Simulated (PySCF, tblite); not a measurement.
# C₃H₄BNO₄: geometry, infrared bands and NMR shifts

What infrared bands and NMR shifts should C₃H₄BNO₄ (`N#C[C@@H]1OCOB(O)O1`) show?

Programs: tblite 0.8.0 and PySCF 2.14.0, with density-fitted response routines of our own. Each step states its level of theory. These are calculated values for one molecule in the gas phase, unless marked as measured. Atoms are numbered from 0 throughout.

## (1) Starting geometry

13 atoms, charge 0, multiplicity 1; geometry from: force field or distance geometry start.

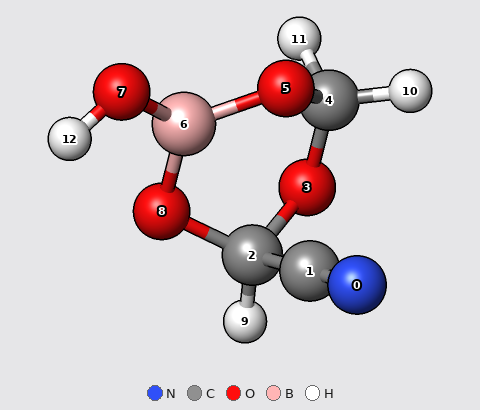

The starting geometry (nitrogen blue, carbon grey, oxygen red, boron pink, hydrogen white), atoms numbered.

## (2) Optimising the geometry with GFN2-xTB

Job settings and geometry (Å):

```
{"job": {"kind": "relax", "xc": "GFN2-xTB", "basis": "xTB"}, "charge": 0, "multiplicity": 1}
N      2.116700    -0.246300     1.465200
C      1.595700    -0.139900     0.410500
C      0.971600    -0.001200    -0.903000
O      0.354900     1.265500    -0.901900
C     -0.540700     1.454000     0.134200
O     -0.795800     0.341700     0.920900
B     -0.908200    -0.847000     0.078500
O     -1.531700    -2.001500     0.701800
O     -0.025100    -0.967400    -1.069400
H      1.692000     0.010900    -1.714800
H     -0.204400     2.262000     0.827700
H     -1.523700     1.733200    -0.336900
H     -1.205700    -2.863600     0.369600
```

Started as:

```
OMP_NUM_THREADS=1 python probes_run.py task.json out
```

One launch serves the whole session: the jobs run in the order shown.

Output:

```text
step      E/eV     max force
  0    -787.07128    4.909
  1    -786.85022   18.020
  2    -787.71121    1.253
  3    -787.77813    0.702
  4    -787.83483    0.605
  5    -787.86474    0.556
  6    -787.90800    0.451
  7    -787.93016    0.451
  8    -787.97204    0.655
  9    -788.00481    0.656
 10    -788.02963    0.369
 11    -788.04501    0.345
 12    -788.05671    0.367
 13    -788.07058    0.396
 14    -788.08207    0.309
 15    -788.09122    0.282
 16    -788.10327    0.436
 17    -788.11892    0.743
 18    -788.13499    0.813
 19    -788.15010    0.440
 20    -788.16205    0.285
 21    -788.17245    0.335
 22    -788.18372    0.381
 23    -788.19366    0.633
 24    -788.20214    0.314
 25    -788.20986    0.303
 26    -788.21640    0.218
 27    -788.22190    0.249
 28    -788.22965    0.226
 29    -788.23382    0.221
 30    -788.24127    0.202
 31    -788.24677    0.206
 32    -788.25163    0.255
 33    -788.25347    0.261
 34    -788.25666    0.160
 35    -788.25815    0.106
 36    -788.25992    0.153
 37    -788.26050    0.065
 38    -788.26118    0.064
 39    -788.26201    0.068
 40    -788.26293    0.082
 41    -788.26409    0.078
 42    -788.26485    0.063
 43    -788.26538    0.066
 44    -788.26596    0.072
 45    -788.26666    0.062
 46    -788.26736    0.059
 47    -788.26792    0.095
 48    -788.26842    0.065
 49    -788.26898    0.085
 50    -788.26953    0.096
 51    -788.26990    0.047
 52    -788.27012    0.072
 53    -788.27023    0.037
 54    -788.27033    0.022
 55    -788.27040    0.022
 56    -788.27043    0.024
 57    -788.27046    0.016
 58    -788.27049    0.012
 59    -788.27052    0.020
 60    -788.27054    0.023
 61    -788.27056    0.016
 62    -788.27056    0.007
```

Wall time 0.35 s (1 thread of Arm Neoverse V1, shared host).

The steps of the relaxation: (not every step is listed) (the energy doesn't fall at every step)

```csv
step,energy from step 0 (eV),largest force (eV/Å)
0,0.0000,4.9092
1,0.2211,18.0201
2,-0.6399,1.2532
3,-0.7069,0.7025
4,-0.7636,0.6050
5,-0.7935,0.5559
6,-0.8367,0.4515
7,-0.8589,0.4507
8,-0.9008,0.6549
12,-0.9854,0.3666
16,-1.0320,0.4357
20,-1.0908,0.2848
24,-1.1309,0.3141
28,-1.1584,0.2257
32,-1.1803,0.2548
36,-1.1886,0.1532
40,-1.1916,0.0816
44,-1.1947,0.0724
48,-1.1971,0.0649
52,-1.1988,0.0720
56,-1.1992,0.0239
57,-1.1992,0.0161
58,-1.1992,0.0119
59,-1.1992,0.0199
60,-1.1993,0.0228
61,-1.1993,0.0163
62,-1.1993,0.0068
```

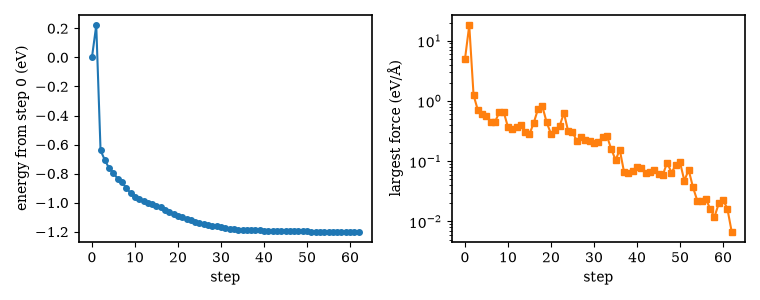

Energy and largest force along the relaxation.

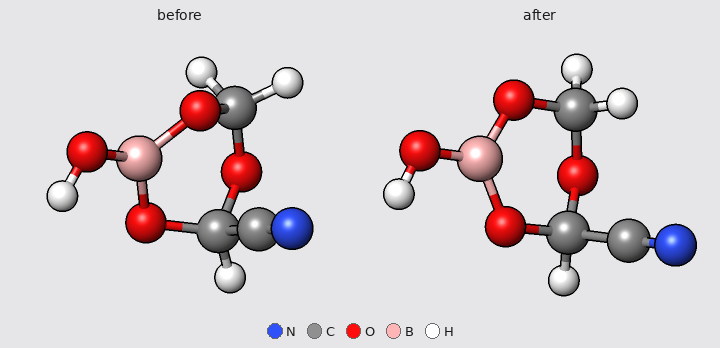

Before and after, at one scale.

Close pairs (by a distance rule), those that changed most:

```csv
bond,before (Å),after (Å),change (Å)
B6–O7,1.453,1.340,-0.112
O5–B6,1.461,1.362,-0.099
B6–O8,1.453,1.388,-0.065
N0–C1,1.181,1.142,-0.040
C4–H11,1.125,1.094,-0.031
O7–H12,0.980,0.957,-0.022
O3–C4,1.382,1.402,+0.020
C2–H9,1.085,1.101,+0.016
```

The end geometry stands in the next job.

## (3) Infrared spectrum with GFN2-xTB

Job settings and geometry (Å):

```
{"job": {"kind": "ir", "xc": "GFN2-xTB", "basis": "xTB"}, "charge": 0, "multiplicity": 1}
N      2.708280     0.327109     1.210057
C      1.976323     0.167833     0.348607
C      0.998396    -0.034514    -0.729357
O      0.227630     1.117095    -0.945163
C     -0.635434     1.389218     0.126082
O     -1.458920     0.308387     0.447403
B     -1.018507    -0.947023     0.156378
O     -1.800631    -1.997029     0.443692
O      0.217612    -1.160984    -0.438422
H      1.538826    -0.221836    -1.670488
H     -0.061412     1.680979     1.023292
H     -1.268004     2.219659    -0.202700
H     -1.428547    -2.848406     0.212892
```

Output:

```text
mode    cm-1     km/mol
  1      68.8      2.93
  2     108.9      3.01
  3     176.1      6.89
  4     216.7      7.97
  5     312.5      6.78
  6     326.0      9.10
  7     442.1     12.00
  8     458.4      8.28
  9     496.8     55.82
 10     562.7    162.50
 11     591.1     11.30
 12     606.5     81.19
 13     763.3      4.73
 14     795.5      2.38
 15     894.9     70.13
 16     916.1     86.95
 17     979.8     34.66
 18    1011.3     26.61
 19    1061.9     90.23
 20    1081.1     46.14
 21    1118.4    271.68
 22    1180.8    404.66
 23    1215.9    102.78
 24    1255.3     82.87
 25    1264.8     25.25
 26    1317.8    326.67
 27    1358.5    330.02
 28    1456.6      5.53
 29    2409.3     74.32
 30    2834.3     52.24
 31    2880.8     10.56
 32    2961.4     12.74
 33    3630.6     45.41
```

Wall time 0.36 s (1 thread of Arm Neoverse V1, shared host).

The strongest bands and the atoms that carry them (share of the mass-weighted mode):

```csv
cm⁻¹,km/mol,atoms
563,162.5,"B6 48 %, H12 12 %"
916,87.0,"C2 29 %, H12 25 %, C4 10 %"
1062,90.2,"C4 18 %, O5 18 %, C2 16 %, O3 13 %"
1118,271.7,"C4 22 %, O8 21 %, C2 21 %, O5 12 %"
1181,404.7,"B6 34 %, H9 18 %, O3 11 %, H11 10 %"
1216,102.8,"H11 33 %, H10 29 %, H9 17 %"
1318,326.7,"H10 33 %, B6 30 %, H11 19 %"
1358,330.0,"B6 47 %, H10 19 %, O5 10 %"
```

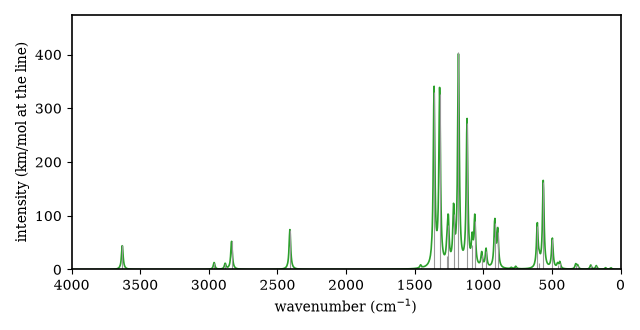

The infrared spectrum from these modes, unscaled. Lines are broadened to a width of 14 cm⁻¹ (Lorentzian).

## (4) Shielding tensors: PBE0/pcSseg-1

The job, as its differences from that of step 3:

```diff
@@ -1,2 +1,2 @@
-{"job": {"kind": "ir", "xc": "GFN2-xTB", "basis": "xTB"}, "charge": 0, "multiplicity": 1}
+{"job": {"kind": "nmr", "xc": "PBE0", "basis": "pcSseg-1"}, "charge": 0, "multiplicity": 1}
 N      2.708280     0.327109     1.210057
```

Method: GIAO PBE0/pcSseg-1 NMR shielding, non-relativistic, gas phase.

Output:

```text
coarse grid: 12232 points
cycle   1  E = -496.4172183231  dE =  1.832e+00  |g| = 1.145e+00  |ddm| = 3.387e+00
cycle   2  E = -496.0573358888  dE =  3.599e-01  |g| = 1.791e+00  |ddm| = 1.894e+00
cycle   3  E = -496.6236952209  dE = -5.664e-01  |g| = 3.620e-01  |ddm| = 1.332e+00
cycle   4  E = -496.6495510108  dE = -2.586e-02  |g| = 8.707e-02  |ddm| = 2.524e-01
cycle   5  E = -496.6510620384  dE = -1.511e-03  |g| = 1.477e-02  |ddm| = 6.629e-02
cycle   6  E = -496.6510975279  dE = -3.549e-05  |g| = 6.619e-03  |ddm| = 1.227e-02
cycle   7  E = -496.6511044769  dE = -6.949e-06  |g| = 1.442e-03  |ddm| = 4.117e-03
final grid: 122144 points
cycle   8  E = -496.7426297066  dE = -3.339e-05  |g| = 1.380e-02  |ddm| = 2.461e-02
cycle   9  E = -496.7425994324  dE =  3.027e-05  |g| = 1.928e-02  |ddm| = 1.837e-02
cycle  10  E = -496.7426612780  dE = -6.185e-05  |g| = 1.376e-03  |ddm| = 1.111e-02
cycle  11  E = -496.7426616095  dE = -3.316e-07  |g| = 4.635e-04  |ddm| = 1.112e-03
cycle  12  E = -496.7426616425  dE = -3.293e-08  |g| = 2.306e-04  |ddm| = 3.997e-04
cycle  13  E = -496.7426616525  dE = -9.986e-09  |g| = 6.052e-05  |ddm| = 1.659e-04
cycle  14  E = -496.7426616532  dE = -7.175e-10  |g| = 1.109e-05  |ddm| = 4.593e-05
converged SCF energy = -496.7426616532

GIAO shielding tensors (ppm)
atom      isotropic    diamagn.    paramagn.     s11        s22        s33       span
  0 N      -43.448     338.746    -382.194   -221.998   -184.467    276.122    498.120
  1 C       68.262     263.453    -195.191    -48.810    -40.845    294.441    343.251
  2 C       99.858     241.205    -141.347     80.895     99.726    118.952     38.058
  3 O      218.002     397.620    -179.619    152.876    201.410    299.719    146.844
  4 C       96.780     242.805    -146.025     77.437     96.946    115.957     38.521
  5 O      219.502     393.461    -173.959    129.186    224.398    304.922    175.736
  6 B       85.767     197.765    -111.998     70.058     90.970     96.273     26.216
  7 O      243.861     385.049    -141.188    165.295    275.653    290.636    125.341
  8 O      207.622     397.120    -189.497    144.606    189.431    288.830    144.224
  9 H       25.847      26.517      -0.670     23.252     23.375     30.914      7.662
 10 H       25.816      29.763      -3.947     22.308     25.154     29.984      7.676
 11 H       26.167      27.535      -1.367     21.461     25.506     31.535     10.074
 12 H       28.054      31.152      -3.099     21.423     24.424     38.315     16.892
```

Wall time 25 s (1 thread of Arm Neoverse V1, shared host); peak memory 0.77 GiB.

Shifts follow as δ = σ(reference) − σ, with reference shieldings (ppm) from runs at the same level and on the same kind of geometry: 1H TMS 31.72, 13C TMS 186.9, 15N NH3 267.7, 17O H2O 336.1, 11B BF3·OEt2 100.1. The references are single molecules in the gas phase, so shifts against H2O, NH3, PH3, H3PO4 or CFCl3 are not on the usual liquid scales and can be off by tens of ppm.

```csv
atoms,environment,σ (ppm),δ (ppm),δ scaled to CDCl3
C1,nitrile carbon,68.3,118.7,113.9
C4,sp3 carbon bearing two oxygens,96.8,90.1,86.1
C2,sp3 carbon bearing two oxygens,99.9,87.1,83.1
H10,hydrogen on an sp3 carbon bearing two oxygens,25.82,5.90,5.67
H9,hydrogen on an sp3 carbon bearing two oxygens,25.85,5.87,5.64
H11,hydrogen on an sp3 carbon bearing two oxygens,26.17,5.55,5.34
H12,hydrogen on an oxygen bonded to B,28.05,3.66,–
N0,nitrile nitrogen,-43.4,311.2,–
O8,"oxygen bonded to C, B, in a 6-membered ring",207.6,128.5,–
O3,ether oxygen,218.0,118.1,–
O5,"oxygen bonded to C, B, in a 6-membered ring",219.5,116.6,–
O7,"oxygen bonded to B, H",243.9,92.2,–
B6,"boron bonded to 3 O, in a 6-membered ring",85.8,14.3,–
```

The scaled column applies a straight-line fit of computed shieldings to shifts measured in CDCl3 (root-mean-square error 0.16 ppm for H, 1.9 ppm for C).

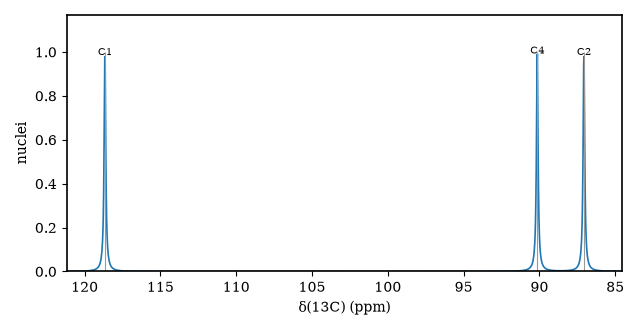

13C lines at the computed shifts, without couplings. Lines are broadened to a width of 0.13 ppm (Lorentzian).

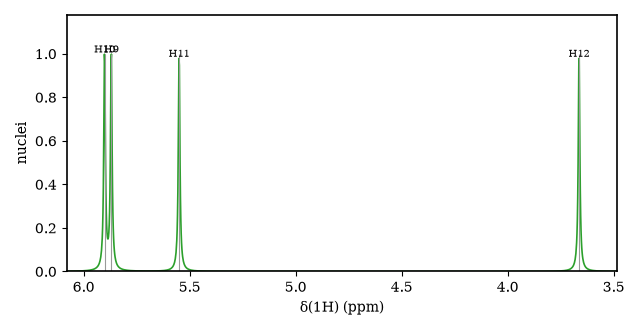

1H lines at the computed shifts, without couplings. Lines are broadened to a width of 0.01 ppm (Lorentzian).

The run also stored atomic charges by several schemes (e):

```csv
atoms,Mulliken,IAO,Hirshfeld,ESP fit
N0,-0.23,-0.20,-0.19,-0.36
C1,0.09,0.10,0.07,0.17
C2,0.36,0.24,0.14,0.58
O3,-0.48,-0.38,-0.13,-0.49
C4,0.31,0.13,0.08,0.29
O5,-0.49,-0.42,-0.19,-0.53
B6,0.63,0.61,0.29,1.03
O7,-0.38,-0.54,-0.26,-0.76
O8,-0.51,-0.44,-0.19,-0.66
```

IAO charges:

N0 -0.20; C1 0.10; C2 0.24; O3 -0.38; C4 0.13; O5 -0.42; B6 0.61; O7 -0.54; O8 -0.44; H9 0.20; H10 0.14; H11 0.18; H12 0.38

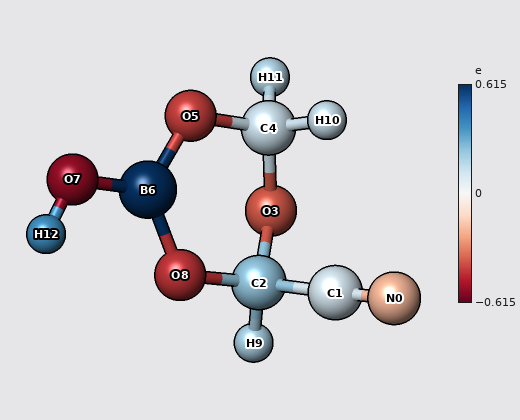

IAO charges, as colours on the atoms.

Mayer bond orders: N0–C1 3.03, C1–C2 0.94, C2–O3 0.98, O3–C4 0.93, C4–O5 0.92, O5–B6 1.12, B6–O7 1.26, B6–O8 1.03, O8–C2 0.93.

Ring of atoms C2, O3, C4, O5, B6, O8: NICS(0) -3.6, NICS(1) -1.6, NICS(1)zz -0.4 ppm (means of both faces).

## (5) What came out

| quantity | value |
| --- | --- |
| strongest single infrared mode (GFN2-xTB) | 1181 cm⁻¹, 405 km/mol |
| zero-point energy (GFN2-xTB) | 52.5 kcal/mol |
| 13C shifts against TMS (PBE0/pcSseg-1) | 118.7, 90.1, 87.1 ppm |
| 1H shifts against TMS (PBE0/pcSseg-1) | 5.90, 5.87, 5.55, 3.66 ppm |
| 15N shifts against NH3 (PBE0/pcSseg-1) | 311.2 ppm |
| 17O shifts against H2O (PBE0/pcSseg-1) | 128.5, 118.1, 116.6, 92.2 ppm |
| 11B shifts against BF3·OEt2 (PBE0/pcSseg-1) | 14.3 ppm |

Over 62 steps the energy fell by 1.199 eV; of the close pairs, B6–O7 changed most, 1.453 to 1.340 Å. All 33 modes are real, so the xTB geometry is a minimum. The strongest single mode, at 1181 cm⁻¹, is carried by B6, H9, O3, H11. Unscaled tight-binding wavenumbers are off by several per cent, some by more. Its intensities can rank the bands wrongly. The most deshielded carbon is C1 (nitrile carbon), at 118.7 ppm: typical of a nitrile. At PBE0/pcSseg-1: The widest tensor belongs to N0: span 498 ppm, with a paramagnetic part of -382 ppm.
